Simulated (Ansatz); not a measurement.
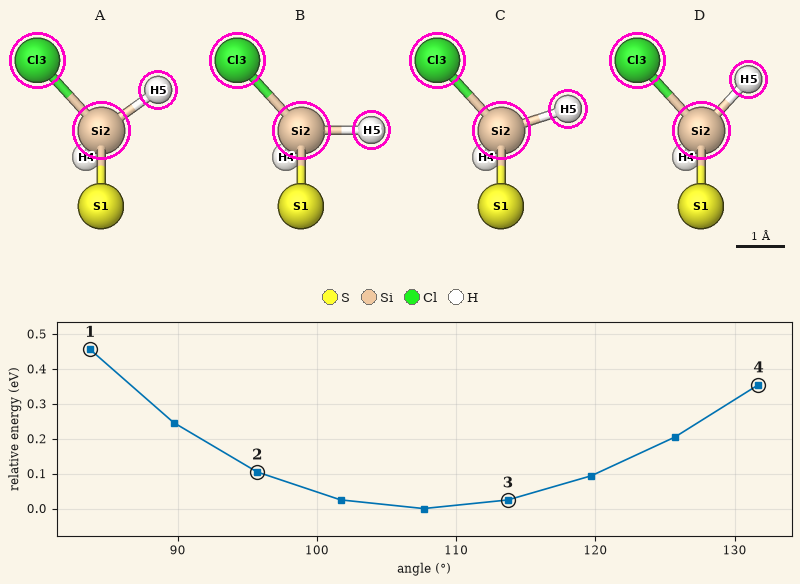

Energy scan for SiH₂SCl (multiplicity 2), in which the H5–Si2–Cl3 angle is varied, with the rest of the molecule carried along rigidly. The frames are shuffled; the numbered points of the plot belong to them. A ball-and-stick model, seen onto the plane of the angle. The ringed atoms are those of the scanned coordinate.

Single-point energies from Ansatz with CCSD(T) in the def2-TZVPP basis, on geometries moved rigidly from the minimum at PBE0-D4/def2-TZVP. Coupled cluster with a frozen core. Energies are counted from the PBE0-D4/def2-TZVP minimum geometry at the same level.

> Match the frames to the points.

Point 1 is frame D (the angle 83.7°, 0.456 eV); 2 is frame A (the angle 95.7°, 0.105 eV); 3 is frame C (the angle 113.7°, 0.025 eV); 4 is frame B (the angle 131.7°, 0.354 eV). Of the computed points the lowest is at the angle 107.7°, 0.000 eV. The curvature at the lowest point is about 4.5 eV/rad².
